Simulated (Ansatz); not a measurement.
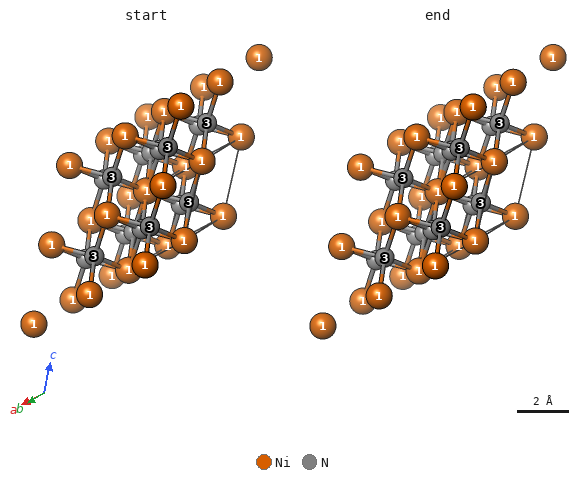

The structure of crystalline NiN₂ (built on the tetragonal zirconia_137 type) before (left) and after (right) a relaxation, at one scale.

The picture is a ball-and-stick view of the cell of the calculation, repeated 2 × 2 × 2 with one cell outlined, seen from a free direction.

Case: tetragonal zirconia type (P4_2/nmc, No. 137).

The calculation used DFT PBE, scalar-relativistic, plane waves, PAW in Ansatz 0.2.0. (plane-wave cutoff 420 eV; k-point mesh 20 × 20 × 20; occupations gaussian; smearing width 0.1 eV; no spin polarisation; cell and atoms relaxed; force threshold 0.01 eV/Å; at most 80 steps)

Q: Summarise the run.

A: After 5 accepted moves (7 points after the start) the energy has fallen by 1.8 meV per cell of the calculation. All forces vanish by symmetry, so only the cell relaxes. Pressure: −0.10 GPa at the start and 0.00 GPa at the end. The SCF was repeated twice at an unchanged geometry on a basis and grid sized afresh for the cell, which shifted the energy by 0.1 meV per cell of the calculation at most. The atoms keep their places relative to the cell (all moves are under 0.005 Å). The drawn cell changes at constant volume: a = b = c 3.253 → 3.263 Å (+0.3 %), α 117.1° → 117.9°, β 117.1° → 117.9°, γ 95.0° → 93.7°. The space group stays I4/mmm (No. 139). The run took 2.5 min on 1 thread of Arm Neoverse V1 (shared host), peak memory 0.54 GiB.
